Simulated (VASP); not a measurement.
Band structure of RuAl (CsCl type). Level of theory: AM05 GGA, VASP's PBE PAW potentials (set 64) (plane waves; VASP 6.6.1).

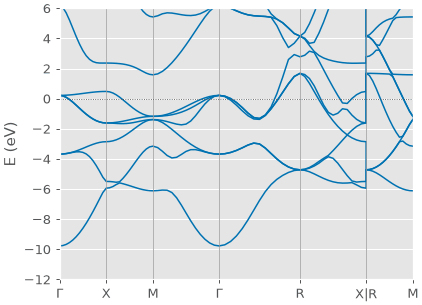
Figure. Bands along high-symmetry lines, zero at the valence-band maximum or, without a gap, the Fermi level

### Question
Read the plot: is there a gap, and where are the band edges?

### Answer
It has no gap at this level: it comes out as a metal or semimetal. (Edges off the drawn lines would not show.)

The compound is RuAl in the CsCl type structure. It was relaxed first. The electron count is odd and the run is not spin-polarised, which forces a metal.
